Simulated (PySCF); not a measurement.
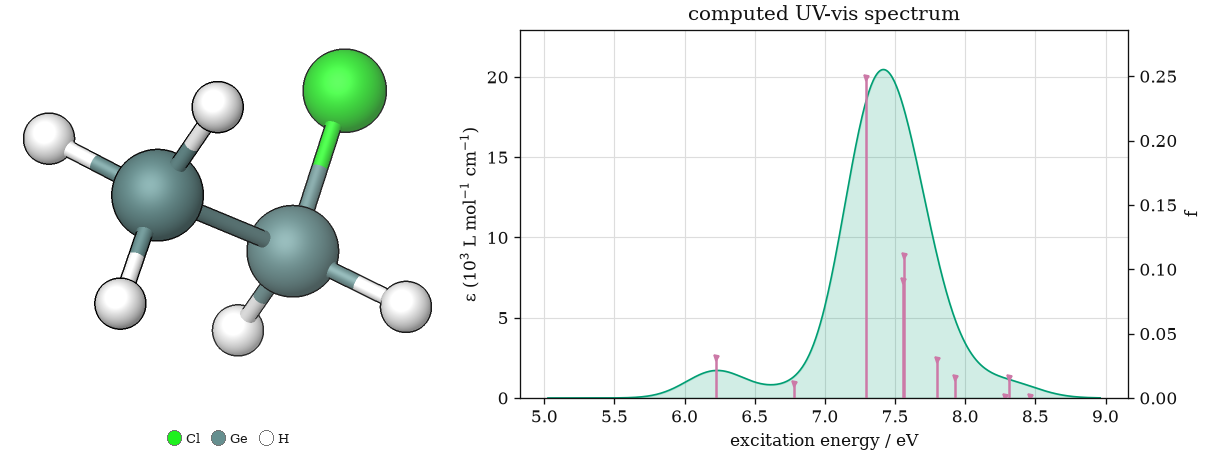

Computed absorption of Ge₂H₅Cl, SMILES [Cl][GeH2][GeH3], singlet. Vertical TDDFT excitations, ωB97X-D/def2-SVPD with PySCF, at a PBE0-D3(BJ)/def2-SVP geometry (no frequency check), gas phase. Only the first 10 singlet excitations are included; each is broadened by a Gaussian of 1/e half-width 0.30 eV. Sticks give oscillator strengths (right axis).

Where is the maximum of the broadened curve, and how high is it?

Answer. At about 7.4 eV (167 nm), with ε near 20000 L mol⁻¹ cm⁻¹.

Which of the computed transitions is the brightest, and what character does the calculation give it?

Answer. S3 at 7.30 eV (170 nm), f = 0.249, mainly HOMO → LUMO+1 (62 %).

Note: core orbitals are frozen in the response.
